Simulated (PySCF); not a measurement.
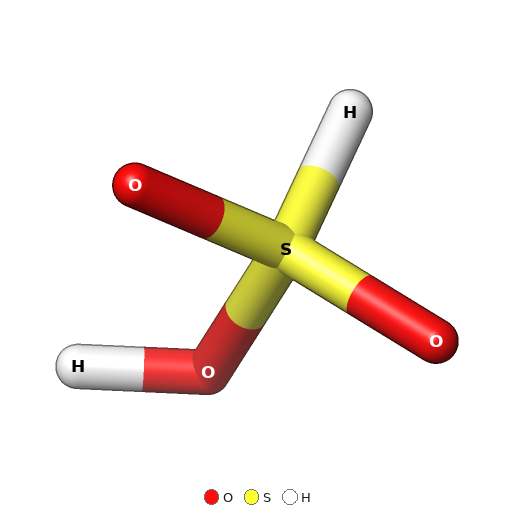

The picture shows a molecular structure as a stick model.

The geometry was computed by an optimisation with PBE0-D3(BJ)/def2-SVP. No frequency run is at hand to confirm it as a minimum.

Question: Which formula does it have?

Answer: H2O3S, 6 atoms: 2 hydrogen, 3 oxygen and 1 sulfur.

Question: How many bonds of each kind are drawn?

Answer: 3 O–S, 1 S–H, 1 O–H.

Question: Give a SMILES string for it.

Answer: O=[SH](=O)O

Question: How many atoms are distinct by symmetry?

Answer: 6: 1 O, 1 S, 1 O, 1 O, 1 H, 1 H.

More results for the same structure follow; atom numbers are the same in all pictures, views and colours differ.

**Shape**

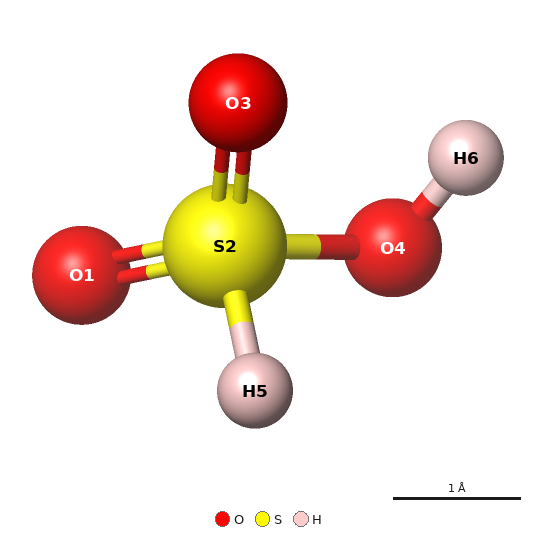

The atoms are numbered. No frequency run is at hand to confirm it as a minimum.

Give the bond lengths.

```
 bond  length (Å)   order
O1–S2       1.438  double
S2–O3       1.447  double
S2–O4       1.615  single
S2–H5       1.368  single
O4–H6       0.970  single
```

**Electronic properties**

No frequency run is at hand to confirm it as a minimum. Level of theory: PBE0/def2-TZVP, gas phase (PySCF 2.14.0).

What does the calculation give?

- dipole moment: 3.04 D
- HOMO energy (Kohn–Sham orbital): −9.63 eV
- LUMO energy (Kohn–Sham orbital): 0.38 eV
- HOMO–LUMO gap: 10.01 eV

**NMR shielding**

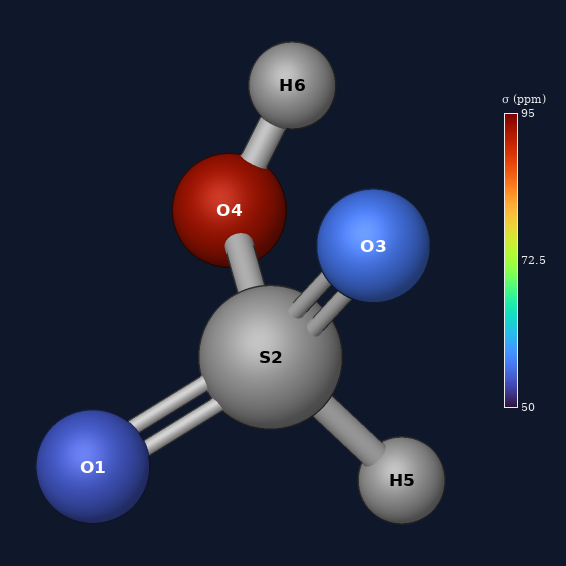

Atoms are coloured by their isotropic NMR shieldings (O only, the others grey). No frequency run is at hand to confirm it as a minimum. Method: GIAO BLYP/pcSseg-2 NMR shielding, non-relativistic, gas phase (PySCF 2.14.0).

List the isotropic NMR shieldings of the O atoms.

```tsv
atom	σ (ppm)
O1	54.7
O3	56.5
O4	92.5
```

**Charges**

The questions are on ESP-fitted charges. No frequency run is at hand to confirm it as a minimum. Properties computed with PBE0/aug-cc-pVDZ, gas phase (PySCF 2.14.0).

Question: Which atom carries the highest charge (most positive or least negative)?

Answer: S2 (0.85 e).

Question: And the lowest?

Answer: O4 (−0.49 e).

Give the ESP-fitted charges atom by atom.

```tsv
atom	value (e)
O1	−0.40
S2	0.85
O3	−0.46
O4	−0.49
H5	0.09
H6	0.41
```
